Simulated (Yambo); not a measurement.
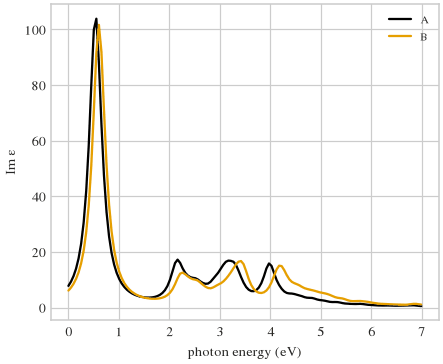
Fig. 1. Two computed absorption spectra of C (space group C2/m, No. 12, within 0.06 Å of R-3m) (Yambo, PBEsol bands with the same scissor, field along x)

Axes are Cartesian, with cell vectors (Å) (2.13, -1.23, 0.00), (2.13, 1.23, 0.00), (-1.38, 0.00, 3.50).

### Question
Which curve includes the electron-hole attraction (BSE)?

### Answer
Curve A: the attraction moves weight to lower energy (centre of the plotted range 1.8 eV against 2.0 eV). Settings: 12×12×8 mesh, 2 valence and 1 conduction bands, static screening with 10 bands and a 4 Ry block, scissor 0.09 eV, Tamm-Dancoff. The scissor comes from a G0W0 run whose convergence isn't established. Broadening 0.15 eV. The band window holds all transitions up to 9.9 eV. On this mesh the peak heights and the fine structure are mesh artefacts; only the shift of weight is robust.

Geometry of the Materials Project entry, not relaxed at this level; primitive cell a = b = 2.4565 Å, c = 3.7645 Å, α = β = 108.50°, γ = 60.00°.

This is not the ordinary phase of the substance; no match was found in the copy of COD used, and its stability was not checked.

The distance between layers or molecules is the database entry's, not relaxed here. Functionals without dispersion can leave it too large, which widens gaps and weakens the response across layers: the numbers belong to this cell.
